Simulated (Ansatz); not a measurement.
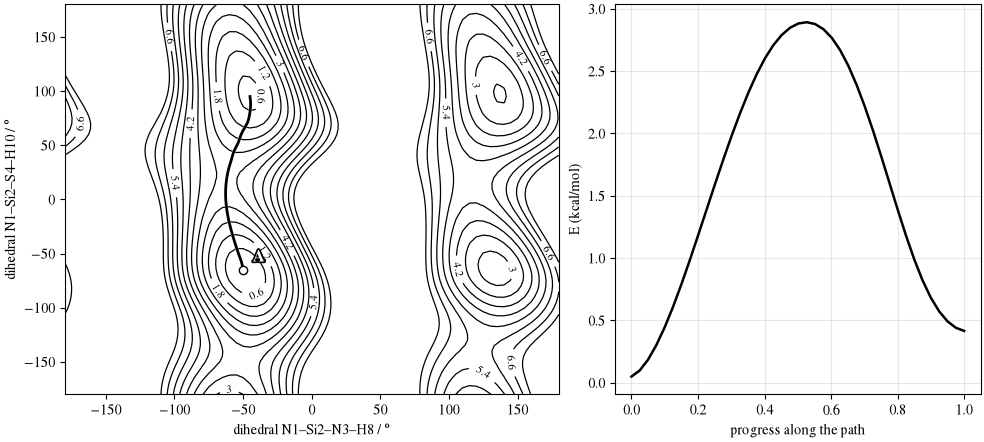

ClH₅N₂SSi, SMILES N[Si](N)(S)Cl. Coordinates scanned: (1) dihedral N1–Si2–N3–H8; (2) dihedral N1–Si2–S4–H10. Nothing is relaxed (all other coordinates rigid). Grid: 10 × 10 points. Points are written as (first, second). All energies are given in kcal/mol relative to the relaxed molecule at the same level. Method: RKS PBE-D4/def2-SVP in Ansatz.

The picture shows contour lines labelled in kcal/mol (none above 7.2), a line along the lowest path, the energy along the path at the right, the start A. Between grid points the surface is interpolated.

> Describe the path and its barrier.

The easiest path leads from the well at about (−50°, −65°) to the well at about (−45°, 95°), about 0.37 kcal/mol higher (on a rigid scan; wells that are mirror images or exchange like atoms can differ by this much). Its highest point lies about 2.8 kcal/mol above the bottom of the first well on the interpolated surface, at about (−60°, 20°). Seen from the upper well the barrier is about 2.5 kcal/mol. The start is the relaxed structure and all else is held, so a fully relaxed path at this level can only be lower.
